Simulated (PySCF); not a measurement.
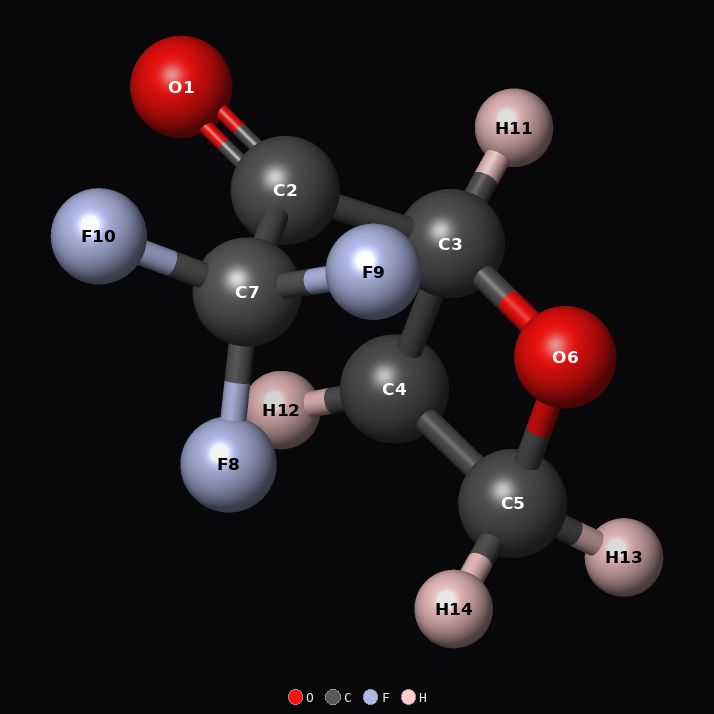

State: neutral, doublet. Computed geometry: GFN2-xTB optimisation. No frequency run is at hand to confirm it as a minimum. Computed with UKS B3LYP, pcH-1 on C F H O, non-relativistic (PySCF 2.14.0). Fermi-contact and spin-dipolar terms alone, no spin-orbit part.

Question. Which nucleus has the largest dipolar (anisotropic) hyperfine coupling?

Answer. 13C at C4: principal values −77.7, −76.0, 153.7 MHz.

List the isotropic and dipolar parts for the most strongly coupled nuclei, one of each equivalent set.

```
atom  isotope  a_iso (MHz)   dipolar part (MHz)
  C4      13C        115.4  −77.7, −76.0, 153.7
 H12       1H        −56.3    −36.3, −0.8, 37.1
  F8      19F         25.8   −15.7, −14.3, 30.0
  O1      17O         −3.0     −21.1, 7.3, 13.8
  C2      13C         56.4     −7.5, −4.2, 11.6
 H13       1H        116.4      −4.9, −4.0, 8.9
 H11       1H        115.4      −4.2, −3.8, 8.0
 H14       1H        107.1      −4.1, −3.2, 7.3
```
